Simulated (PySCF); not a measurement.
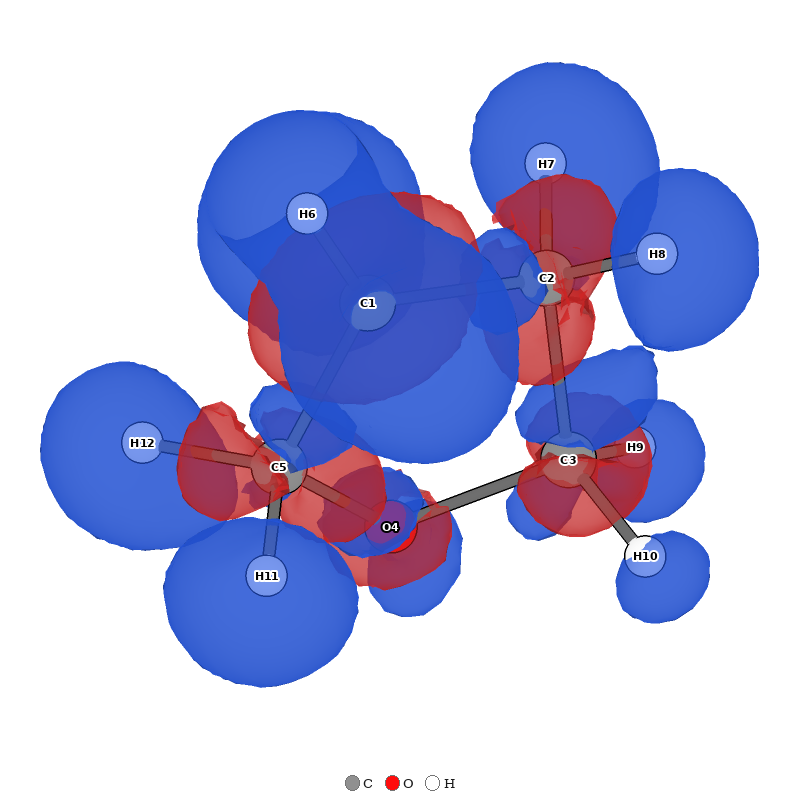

C4H7O, doublet, SMILES `[CH]1CCOC1`. Fukui function f⁻ = ρ(N) − ρ(N−1) at fixed geometry, surfaces at ±0.02 e/Å³ (blue positive, red negative).

PySCF calculation, CAM-B3LYP/6-311+G**, gas phase; geometry: GFN2-xTB. No frequency check shows the geometry to be a minimum. GFN2-xTB doesn't know the spin state, so this open-shell geometry is rough.

Input script:

```python
import numpy as np
from pyscf import gto, scf, dft
from pyscf.scf import atom_ks, atom_hf
from scipy.linalg import block_diag

def solve(mol, dm0=None, hcore=None):
    mf = (dft.UKS if mol.spin else dft.RKS)(mol, xc='camb3lyp')
    mf.grids.level = 3
    mf = mf.density_fit(auxbasis='def2-universal-jkfit')
    mf.conv_tol, mf.max_cycle = 1e-8, 80
    if hcore is not None:
        mf.get_hcore = lambda *args: hcore
    mf.kernel(dm0)
    if not mf.converged:
        mf = mf.newton().run(mf.mo_coeff, mf.mo_occ, max_cycle=30)
    assert mf.converged, 'SCF not converged'
    return mf

mol = gto.M(atom='''
C     -0.23795     1.21882     0.03097
C      1.11378     0.63140    -0.09346
C      0.82140    -0.85769     0.15184
O     -0.53279    -1.06392    -0.20140
C     -1.23998     0.13258     0.06444
H     -0.47116     2.26241     0.04162
H      1.53276     0.79083    -1.09723
H      1.83279     1.03831     0.62284
H      1.42594    -1.53230    -0.45554
H      0.97185    -1.10099     1.21471
H     -1.74126     0.06802     1.05199
H     -2.03211     0.23445    -0.69000
''', basis='6-311+g**', charge=0, spin=1, verbose=4)
mf = solve(mol)
out = dict(e0=mf.e_tot, dm0=mf.make_rdm1(), c=mf.mo_coeff, occ=mf.mo_occ, eps=mf.mo_energy)
for name, dq, spin in [('cation', 1, 0), ('anion', -1, 0)]:
    ion = mol.copy().set(charge=mol.charge + dq, spin=spin).build()
    mi = solve(ion)
    if spin and dq > 0 and mol.nao < 130:
        c, _, stable, _ = mi.stability(return_status=True)
        if not stable:
            mi = solve(ion, mi.make_rdm1(c, mi.mo_occ))
    print(name, 'vertical energy change / eV', (mi.e_tot - mf.e_tot) * 27.211386)
    out.update({'e_' + name: mi.e_tot, 'dm_' + name: mi.make_rdm1(), 's2_' + name: mi.spin_square()[0], 'eps_' + name: mi.mo_energy, 'occ_' + name: mi.mo_occ})
# spherically averaged free atoms, for the promolecule
atm = atom_ks.get_atm_nrks(mol, xc='camb3lyp')
pro = block_diag(*[(atm[a[0]][2] * atm[a[0]][3]) @ atm[a[0]][2].T for a in mol._atom])
np.savez('result.npz', pro=pro, **out)
```

Run with:

```sh
OMP_NUM_THREADS=1 python input.py
```

The run took 2.1 min on 1 thread of Arm Neoverse V1 (shared host), peak memory 0.76 GiB.

Partitions, critical points and surface values were worked out afterwards from this run's density.

Q: On which atoms does the density change most on removal of an electron?

A: f⁻ (Hirshfeld-condensed) is largest on C1 (0.31); the vertical ionisation energy is 7.96 eV (to the singlet cation, which needn't be its lowest state). Condensed values hint at sites of electrophilic attack but needn't mark the atom that reacts. Orbital relaxation makes it negative in places (0.24 e in all).
